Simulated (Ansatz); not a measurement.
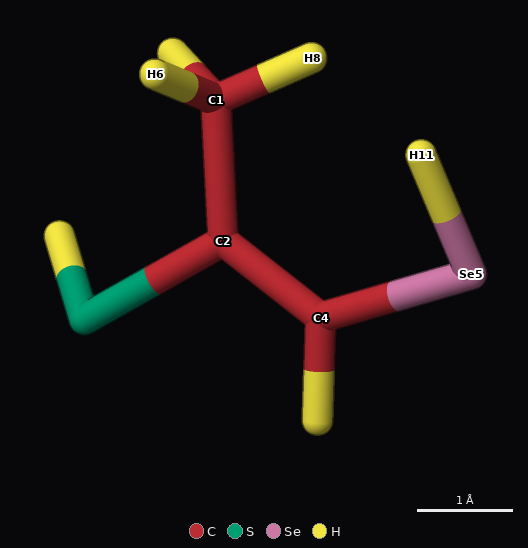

C$_{3}$H$_{6}$SSe, before the relaxation. The picture is a stick view, seen at a tilt.

The start comes from PBE-D4/def2-SVP.

These are results of RKS PBE0-D4/def2-TZVP (Ansatz), not measurements.

Input
```yaml
crystal:
  periodic: [false, false, false]
  atoms:
    - {symbol: C, position_ang: [-0.936969, -0.166297, 0.657296]}
    - {symbol: C, position_ang: [0.473913, 0.097153, 0.220198]}
    - {symbol: S, position_ang: [1.628466, 0.656193, 1.466771]}
    - {symbol: C, position_ang: [0.938329, 0.074609, -1.054801]}
    - {symbol: Se, position_ang: [-0.042171, -0.177889, -2.671348]}
    - {symbol: H, position_ang: [-1.479620, 0.779540, 0.876634]}
    - {symbol: H, position_ang: [-0.952939, -0.764645, 1.593431]}
    - {symbol: H, position_ang: [-1.501263, -0.729041, -0.114239]}
    - {symbol: H, position_ang: [1.298485, -0.264405, 2.422554]}
    - {symbol: H, position_ang: [2.009942, 0.238392, -1.252979]}
    - {symbol: H, position_ang: [-1.370774, 0.199291, -2.123017]}
basis:
  gaussian: {orbitals: def2-TZVP}
hamiltonian: {xc: pbe0, dispersion: d4}
relax: {f_tol: 0.005, max_steps: 150}
```

Run as
```bash
ansatz run in.yaml --threads 4 --pin off --events-out ev --progress --plain --max-ram 10444MiB
```

**What does the optimiser find from here?**

Over 12 geometry steps the energy falls by 5.82 kJ/mol. The largest force component goes from 0.85 to 0.0046 eV/Å. The atom that moves furthest after the best rigid fit is H11 (0.19 Å). By element the largest moves are H 0.19 Å, Se 0.10 Å, C 0.04 Å, S 0.03 Å. Near-neighbour distances that change, for instance: C2–C4 1.357 → 1.334 Å, S3–H9 1.367 → 1.345 Å, C2–S3 1.789 → 1.766 Å, C4–H10 1.102 → 1.084 Å.

The structure at the end:

```xyz
11

C    -0.9153   -0.1992    0.6513
C     0.4820    0.0799    0.2165
S     1.6208    0.6436    1.4436
C     0.9284    0.0527   -1.0403
Se   -0.0955   -0.2393   -2.6098
H    -1.4683    0.7304    0.8180
H    -0.9231   -0.7484    1.5960
H    -1.4446   -0.7931   -0.0957
H     1.2402   -0.1979    2.4211
H     1.9757    0.2320   -1.2540
H    -1.3348    0.3823   -2.1263
```

The end point in the same view:

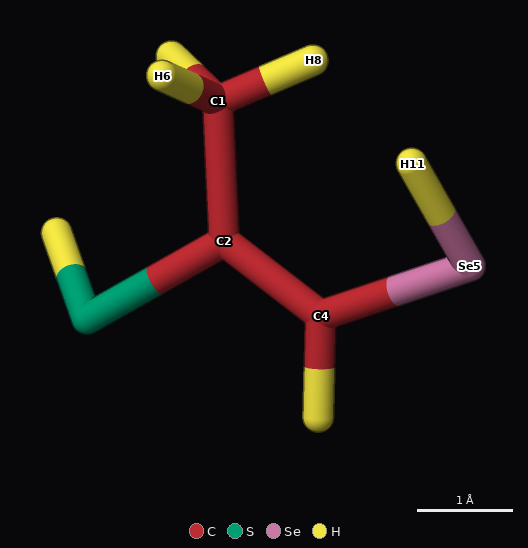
